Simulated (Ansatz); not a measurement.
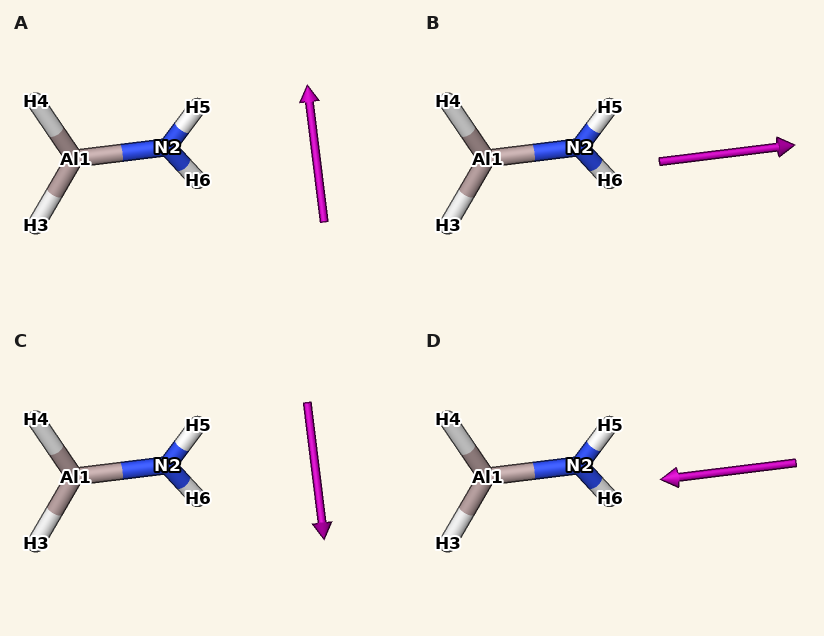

The same molecule four times, each with an arrow. The computed structure is the end point of a PBE0-D4/def2-TZVP optimisation. Level of theory: RKS PBE0-D4/def2-TZVP (Ansatz 0.2.0).

Which arrow points along the dipole moment, from the negative to the positive end?

B. The dipole moment is 1.29 D; it points from the side of H3, H4 to the side of H5, H6 (the outermost atoms at the two ends).
